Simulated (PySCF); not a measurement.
SMILES [SiH3][GaH2], singlet at its B3LYP/def2-SVP optimised geometry (Å):

```
7

Ga    -1.3119    -1.6404     1.9336
H     -1.2952    -3.2201     1.9303
H     -1.8282    -0.9120     3.2362
Si    -0.5224    -0.3963     0.0000
H      0.9758    -0.3963     0.0000
H     -0.9758     1.0278     0.0000
H     -0.9692    -1.0278    -1.2801
```

Method: B3LYP/def2-TZVP (PySCF 2.14.0).

Map of the electron localisation function on the plane z = 1.5 Å:

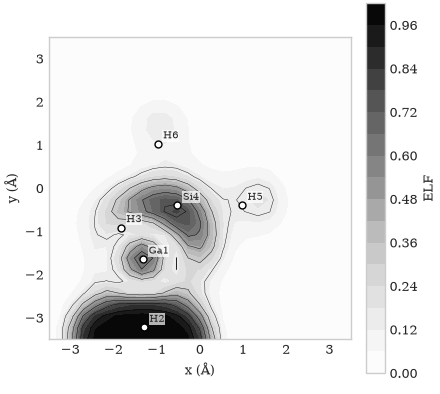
*Electron localisation function on the plane z = 1.5 Å.*
